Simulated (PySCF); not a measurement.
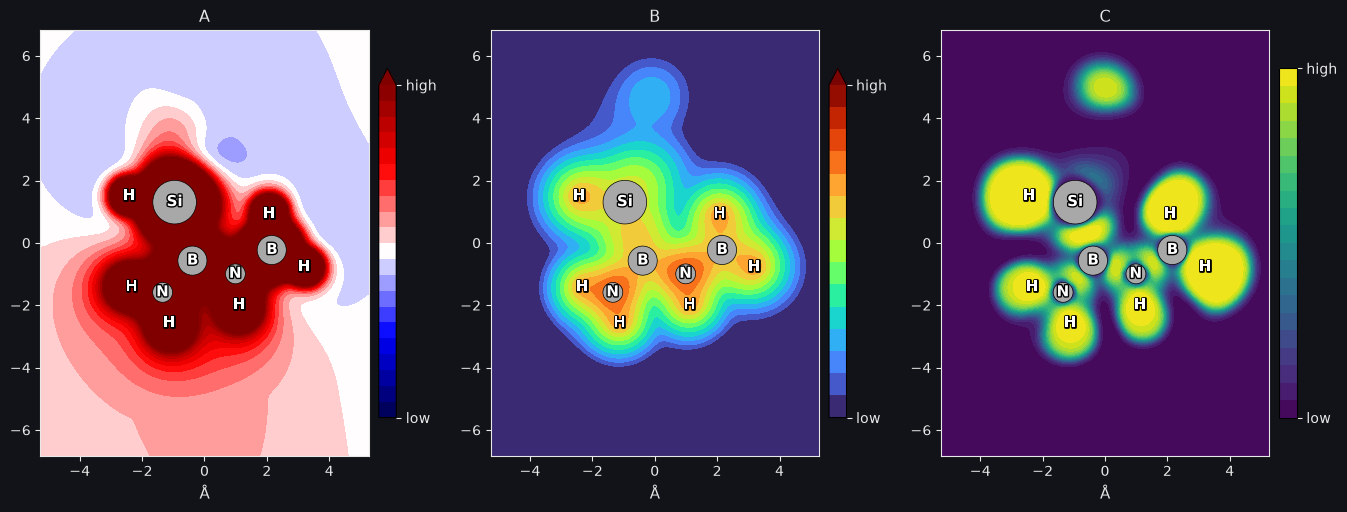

B₂H₁₁N₃Si₂ (SMILES BNB(N)[SiH2]N[SiH3]): 3 fields on the plane of atoms H11, N4 and H12, with unlabelled colour scales. Grey discs cover the atomic cores.

Geometry: GFN2-xTB.

These are results of B3LYP/def2-SVPD, SCF density, gas phase in PySCF 2.14.0, not measurements.

> Which field does each panel show? The fields are: electron density, electron localisation function and electrostatic potential.

Panel A: electrostatic potential (strongly positive close to the atoms and fading to about zero outside). Panel B: electron density. Panel C: electron localisation function. From the grid: B–N (1.39 Å): ρ is about 2 e/Å³ halfway; the ELF peaks at about 0.95 between the atoms; a polar covalent bond. Si–B (1.96 Å): ρ is about 0.88 e/Å³ halfway; the ELF peaks at about 1 between the atoms; localised, covalent bonding.
